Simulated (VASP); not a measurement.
Shape and ions are relaxed at each volume.

Energy against volume of PbO$_{2}$ (rutile). These are PBE GGA, VASP's PBE PAW potentials (set 64) (plane waves; VASP) values and carry that method's errors.

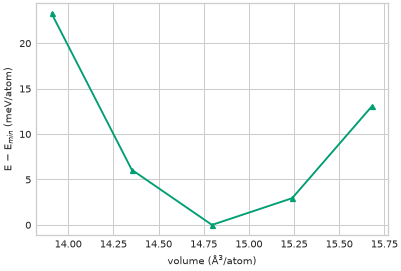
Figure. Energy against volume

Q: Estimate the equilibrium volume and the bulk modulus.

A: The minimum lies near 14.9 Å³/atom, and the curvature gives B0 of about 110 GPa.

The compound is PbO2 in the rutile structure. It was relaxed first, which changed the volume by +7 %.
